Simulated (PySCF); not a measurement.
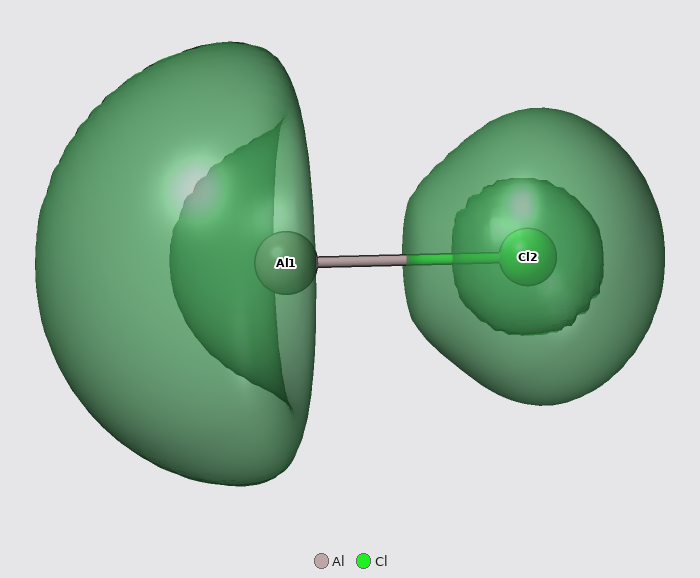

Figure 1: AlCl (aluminum monochloride). Isosurface of the ELF at 0.75 (green), seen from one side. Core shells and regions of very low density are left out.

Geometry: PBE0-D3(BJ)/def2-SVP.

The calculation used PBE0/pcSseg-1, SCF density, gas phase, non-relativistic (PySCF 2.14.0).

Input

```
{"job": {"kind": "nmr", "xc": "PBE0", "basis": "pcSseg-1"}, "charge": 0, "multiplicity": 1}
Al     1.077589    -0.032548     0.001467
Cl    -1.068693     0.020615    -0.021499
```

Run with:

```sh
OMP_NUM_THREADS=1 python probes_run.py task.json out
```

### Describe the localisation domains.

The surface consists of one region on Cl in which the atom's valence shell and bonds are merged and one lobe on Al, pointing away from the bonds (lone pairs).

Values along the shortest contacts:
Al–Cl (2.15 Å): the ELF peaks at about 0.85 in the valence shell of Cl, 0.9 Å from its nucleus, and is about 0.80 at the midpoint.
